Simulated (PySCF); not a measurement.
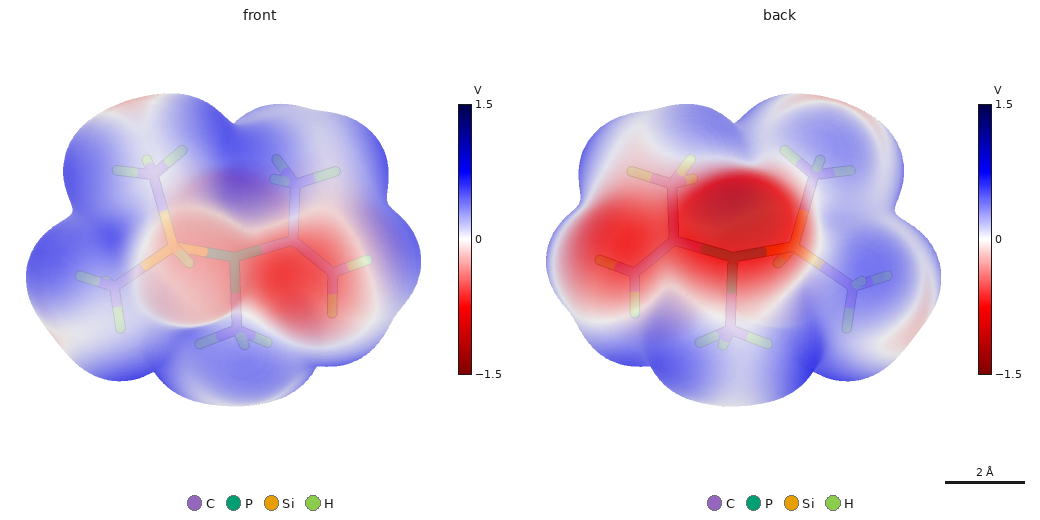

*C6H15PSi (SMILES C=C(C)P(C)[SiH](C)C). The molecular electrostatic potential painted on the density surface at 0.001 e/bohr³, seen from the front and from behind; the colour scale runs from red (negative) to blue (positive).*

Geometry: GFN2-xTB.

All numbers below come from PySCF, PBE0/pcSseg-1, SCF density, gas phase, non-relativistic.

Input

```
{"job": {"kind": "nmr", "xc": "PBE0", "basis": "pcSseg-1"}, "charge": 0, "multiplicity": 1}
C     -2.822077    -0.783050    -0.025119
C     -1.858631     0.055333     0.336565
C     -2.024685     1.543015     0.227890
P     -0.294363    -0.453912     1.118816
C     -0.239316    -2.262608     0.730978
Si     1.174549     0.265477    -0.438757
C      2.772528    -0.743138    -0.184466
C      1.572581     2.097540    -0.102901
H     -2.732590    -1.851536     0.056149
H     -3.753944    -0.417702    -0.428643
H     -1.543901     1.907192    -0.680262
H     -1.558197     2.037686     1.078726
H     -3.077640     1.815387     0.191167
H     -0.445502    -2.454896    -0.320008
H     -0.963766    -2.788030     1.351532
H      0.753404    -2.630253     0.981553
H      0.740137     0.108615    -1.845118
H      2.673955    -1.757860    -0.556774
H      3.030331    -0.800357     0.869590
H      3.606949    -0.282785    -0.703172
H      2.466825     2.394012    -0.641643
H      0.769812     2.756926    -0.414947
H      1.748789     2.271928     0.954799
```

Run with:

```sh
OMP_NUM_THREADS=1 python probes_run.py task.json out
```

Which sites attract a positive test charge, and which a negative one?

A positive charge is drawn to the negative regions and a negative charge to the positive ones. The most negative region (about −1.0 V, or −23 kcal/mol for a unit charge) lies over P4, the most positive (about +0.6 V, or +14 kcal/mol for a unit charge) over the H and Si atoms.
